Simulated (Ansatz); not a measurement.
# WNH₂ (sextet): RPA-PBE over vertical spin and charge gaps, def2-TZVPP

Aim: run WNH₂ (sextet) with these functionals over vertical spin and charge gaps, and hold them against the top wave-function level at the same points.

Program: Ansatz 0.2.0, Gaussian basis. Level of theory: def2-TZVPP, all electrons in the functionals, frozen cores in the correlation of double hybrids and RPA. These are calculated values, not measurements.

Plan: RPA-PBE, at charge 0, sextet; charge 0, quartet; charge 0, octet; charge 1, quintet; charge 1, septet.

7 further runs of the same task are left out: 2 for a known fault of the program, 5 set aside as unsound or not needed.

### 1 What is computed

The geometry is a PBE0/def2-TZVP stationary point (not a proven minimum). No spin-orbit coupling is included. Elements past krypton take def2 core potentials.

4 atoms, charge 0, spin multiplicity 6.

Atoms are counted from 1 here; the program's logs count them from 0.

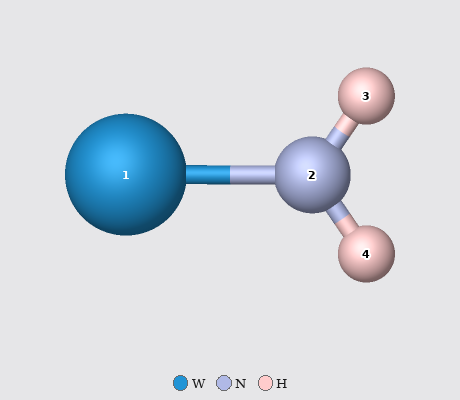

The structure; tungsten blue, nitrogen light blue, hydrogen pink; atoms are numbered from 1 in the order of the file.

No dispersion term is added.

The geometry shown and the zero of energy belong to the point charge 0, sextet. The yardstick, UCCSD(T), and other wave-function levels (R restricted, U unrestricted, valence and pair active spaces) come from earlier runs.

### 2 RPA-PBE, charge 0, sextet

in.yaml

```yaml
crystal:
  periodic: [false, false, false]
  atoms:
    - {symbol: W, position_ang: [0.000000, 0.000000, 0.163075]}
    - {symbol: N, position_ang: [0.000000, 0.000000, -1.799428]}
    - {symbol: H, position_ang: [0.000000, 0.833754, -2.369029]}
    - {symbol: H, position_ang: [0.000000, -0.833754, -2.369029]}
basis:
  gaussian: {orbitals: def2-TZVPP}
magnetization: {spin_polarized: true, initial_magnetization: 5}
hamiltonian: {xc: {name: PBE}}
correlation: {method: rpa, electrons: outside_noble_gas}
```

The run is started by

```sh
> ansatz run in.yaml --threads 2 --pin off --events-out ev --progress --plain --max-ram 24576MiB --backend cuda --devices 0, --max-vram 18GiB
```

Standard output:

```text
Functional definition: PBE
  name "PBE"
  cite "Perdew, Burke & Ernzerhof, Phys. Rev. Lett. 77, 3865 (1996) doi:10.1103/PhysRevLett.77.3865"
  parent pbe
  parameter kappa = 0.804
  parameter beta = 0.06672455060314922
  exchange = pbe_x(kappa = kappa, mu = beta*pi^2/3)
  correlation = pbe_c(beta = beta)
719 factors; integrals over basis functions are off by at most 1.1e-3 eV
mean field evaluation 1: about -3333.1572 eV, gradient 5.4e1 eV
mean field evaluation 2: about -3333.1575 eV, gradient 5.4e1 eV
mean field evaluation 4: about -3341.5871 eV, gradient 2.3e1 eV
mean field evaluation 8: about -3345.0498 eV, gradient 1.5e-1 eV
mean field evaluation 16: about -3345.0487 eV, gradient 7.0e-5 eV
mean field evaluation 32: about -3344.2892 eV, gradient 7.8e-1 eV
mean field evaluation 64: about -3302.1381 eV, gradient 3.8e1 eV
mean field -3345.04874798 eV, -122.9282741328 hartree, gradient 1.3e-6 eV, S^2 8.758420; 5 other end points of the search recorded, 0 dependent functions left out
5 core orbitals not correlated: weight in the atoms' cores, before any rotation towards them, 0.998 or more for the frozen orbitals, at most 0.001 for the correlated occupied ones
reference -3319.26459984 eV, -121.9807241658 hartree; 9, 4 occupied and 101, 106 virtual orbitals, 719 factors
Total energy: -3334.46745306 eV, -122.5394187166 hartree
```

Run time: 7 s. Hardware: 1 × H100 (card shared with other runs) with 2 threads of AMD EPYC 7R13, shared host; peak host memory 0.84 GiB.

From the report: ⟨S²⟩ of the determinant 8.758 (pure sextet: 8.75).

### 3 RPA-PBE, charge 0, quartet

Changes to in.yaml since step 2:

```diff
@@ -9,3 +9,3 @@
   gaussian: {orbitals: def2-TZVPP}
-magnetization: {spin_polarized: true, initial_magnetization: 5}
+magnetization: {spin_polarized: true, initial_magnetization: 3}
 hamiltonian: {xc: {name: PBE}}
```

Launched as before.

Standard output (excerpt; [...] marks lines left out):

```text
Functional definition: PBE
  name "PBE"
  cite "Perdew, Burke & Ernzerhof, Phys. Rev. Lett. 77, 3865 (1996) doi:10.1103/PhysRevLett.77.3865"
  parent pbe
[...]
719 factors; integrals over basis functions are off by at most 1.1e-3 eV
[...]
mean field -3345.02723941 eV, -122.9274837075 hartree, gradient 3.5e-6 eV, S^2 3.817400; 11 other end points of the search recorded, 0 dependent functions left out
5 core orbitals not correlated: weight in the atoms' cores, before any rotation towards them, 0.998 or more for the frozen orbitals, at most 0.001 for the correlated occupied ones
reference -3318.04602950 eV, -121.9359425319 hartree; 8, 5 occupied and 102, 105 virtual orbitals, 719 factors
Total energy: -3334.55990550 eV, -122.5428162811 hartree
```

It took 14 s on 1 × H100 (card shared with other runs) with 2 threads of AMD EPYC 7R13, shared host; peak host memory 0.85 GiB.

From the report: ⟨S²⟩ of the determinant 3.817 (pure quartet: 3.75).

From charge 0, sextet: -0.092 eV.

### 4 RPA-PBE, charge 0, octet

Changes to in.yaml since step 3:

```diff
@@ -9,3 +9,3 @@
   gaussian: {orbitals: def2-TZVPP}
-magnetization: {spin_polarized: true, initial_magnetization: 3}
+magnetization: {spin_polarized: true, initial_magnetization: 7}
 hamiltonian: {xc: {name: PBE}}
```

Launched as before.

Standard output (excerpt; [...] marks lines left out):

```text
Functional definition: PBE
  name "PBE"
  cite "Perdew, Burke & Ernzerhof, Phys. Rev. Lett. 77, 3865 (1996) doi:10.1103/PhysRevLett.77.3865"
  parent pbe
[...]
719 factors; integrals over basis functions are off by at most 1.1e-3 eV
[...]
mean field -3340.38566382 eV, -122.7569089507 hartree, gradient 3.7e-6 eV, S^2 15.753015; 9 other end points of the search recorded, 0 dependent functions left out
5 core orbitals not correlated: weight in the atoms' cores, before any rotation towards them, 0.996 or more for the frozen orbitals, at most 0.002 for the correlated occupied ones
reference -3316.06007719 eV, -121.8629601305 hartree; 10, 3 occupied and 100, 107 virtual orbitals, 719 factors
Total energy: -3329.98772953 eV, -122.3747919133 hartree
```

It took 6.5 s on 1 × H100 (card shared with other runs) with 2 threads of AMD EPYC 7R13, shared host; peak host memory 0.85 GiB.

From the report: ⟨S²⟩ of the determinant 15.753 (pure octet: 15.75).

From charge 0, sextet: +4.480 eV.

### 5 RPA-PBE, charge 1, quintet

Changes to in.yaml since step 4:

```diff
@@ -9,3 +9,4 @@
   gaussian: {orbitals: def2-TZVPP}
-magnetization: {spin_polarized: true, initial_magnetization: 7}
+total_charge: 1
+magnetization: {spin_polarized: true, initial_magnetization: 4}
 hamiltonian: {xc: {name: PBE}}
```

The command is unchanged.

Standard output (excerpt; [...] marks lines left out):

```text
Functional definition: PBE
  name "PBE"
  cite "Perdew, Burke & Ernzerhof, Phys. Rev. Lett. 77, 3865 (1996) doi:10.1103/PhysRevLett.77.3865"
  parent pbe
[...]
719 factors; integrals over basis functions are off by at most 1.1e-3 eV
[...]
mean field -3338.56474735 eV, -122.6899915045 hartree, gradient 3.8e-7 eV, S^2 6.071839; 10 other end points of the search recorded, 0 dependent functions left out
5 core orbitals not correlated: weight in the atoms' cores, before any rotation towards them, 0.998 or more for the frozen orbitals, at most 0.001 for the correlated occupied ones
reference -3313.02778449 eV, -121.7515254290 hartree; 8, 4 occupied and 102, 106 virtual orbitals, 719 factors
Total energy: -3327.83903365 eV, -122.2958287963 hartree
```

Run time: 37 s. Hardware: 1 × H100 (card shared with other runs) with 2 threads of AMD EPYC 7R13, shared host; peak host memory 0.84 GiB.

From the report: ⟨S²⟩ of the determinant 6.072 (pure quintet: 6.00).

From charge 0, sextet: +6.628 eV.

### 6 RPA-PBE, charge 1, septet

Changes to in.yaml since step 5:

```diff
@@ -10,3 +10,3 @@
 total_charge: 1
-magnetization: {spin_polarized: true, initial_magnetization: 4}
+magnetization: {spin_polarized: true, initial_magnetization: 6}
 hamiltonian: {xc: {name: PBE}}
```

Same command.

Standard output (excerpt; [...] marks lines left out):

```text
Functional definition: PBE
  name "PBE"
  cite "Perdew, Burke & Ernzerhof, Phys. Rev. Lett. 77, 3865 (1996) doi:10.1103/PhysRevLett.77.3865"
  parent pbe
[...]
719 factors; integrals over basis functions are off by at most 1.1e-3 eV
[...]
mean field -3335.54227065 eV, -122.5789175347 hartree, gradient 2.7e-7 eV, S^2 12.003905; 1 other end points of the search recorded, 0 dependent functions left out
5 core orbitals not correlated: weight in the atoms' cores, before any rotation towards them, 0.997 or more for the frozen orbitals, at most 0.001 for the correlated occupied ones
reference -3312.09235206 eV, -121.7171489214 hartree; 9, 3 occupied and 101, 107 virtual orbitals, 719 factors
Total energy: -3325.05324675 eV, -122.1934530161 hartree
```

It took 6.5 s on 1 × H100 (card shared with other runs) with 2 threads of AMD EPYC 7R13, shared host; peak host memory 0.86 GiB.

From the report: ⟨S²⟩ of the determinant 12.004 (pure septet: 12.00).

From charge 0, sextet: +9.414 eV.

### 7 The comparison

No level is safe as a reference over these points; UCCSD(T) serves as a yardstick only. It comes from earlier runs at the same points. Energies in eV, counted from charge 0, sextet; blanks weren't run or aren't comparable.

```csv
level,sextet to quartet,sextet to octet,ionisation to the quintet cation,ionisation to the septet cation
UCCSD(T),-0.073,4.462,6.471,9.139
RPA-PBE,-0.092,4.480,6.628,9.414
```

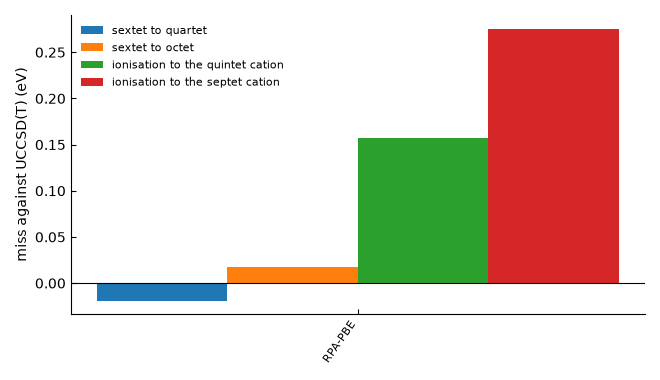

Misses of the gaps against UCCSD(T).

Largest miss and mean time a point (UCCSD(T) took 25 s a point; shared hosts):

```
  level  largest miss (eV)                            where  time a point
RPA-PBE             +0.276  ionisation to the septet cation          14 s
```

### 8 Outcome

| quantity | value |
| --- | --- |
| sextet to quartet, UCCSD(T) | -0.073 eV |
| sextet to octet, UCCSD(T) | 4.462 eV |
| ionisation to the quintet cation, UCCSD(T) | 6.471 eV |
| ionisation to the septet cation, UCCSD(T) | 9.139 eV |
| largest miss, RPA-PBE | +0.276 eV (ionisation to the septet cation) |

What this shows: RPA-PBE strays by up to 0.276 eV, at ionisation to the septet cation. Functionals and the yardstick converge differently with the basis, so part of each miss in def2-TZVPP is the basis. The yardstick itself may be off where one determinant is a poor start.
